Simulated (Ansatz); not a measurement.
The figure comes from a scan of Al (fcc, Cu type): a phonon pattern at X = (0.5, 0.5, 0.0) is frozen into a 2-atom cell, Q being the largest atomic displacement. Method: PBE (plane waves to 420 eV, PAW, scalar-relativistic; Ansatz, an electronic-structure program). k mesh 20×20×20 (Γ-centred), Fermi-Dirac smearing 0.05 eV. The energy includes the smearing's −TS. With partly filled bands, energies and forces of such displacements shift with the k mesh and the smearing. Al was relaxed with its symmetry unable to fall. The PAW data are Ansatz's earlier set. ΔE is measured from the undisplaced structure.

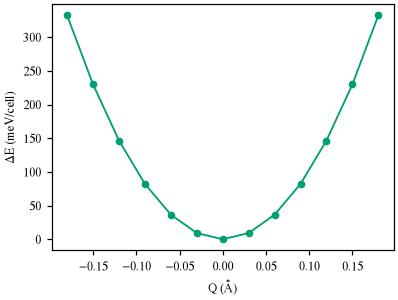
Fig. 1. ΔE (meV/cell) against Q (Å); one marker a computed point.

List the plotted points as numbers.

To the nearest 5:

| Q (Å) | ΔE (meV/cell) |
|---|---|
| -0.180 | 330 |
| -0.150 | 230 |
| -0.120 | 145 |
| -0.090 | 80 |
| -0.060 | 35 |
| -0.030 | 10 |
| 0.000 | 0 |
| 0.030 | 10 |
| 0.060 | 35 |
| 0.090 | 80 |
| 0.120 | 145 |
| 0.150 | 230 |
| 0.180 | 330 |

(For displaced atoms, the force is minus the slope of the energy, and its curvature is a force constant, which sets phonon frequencies.)
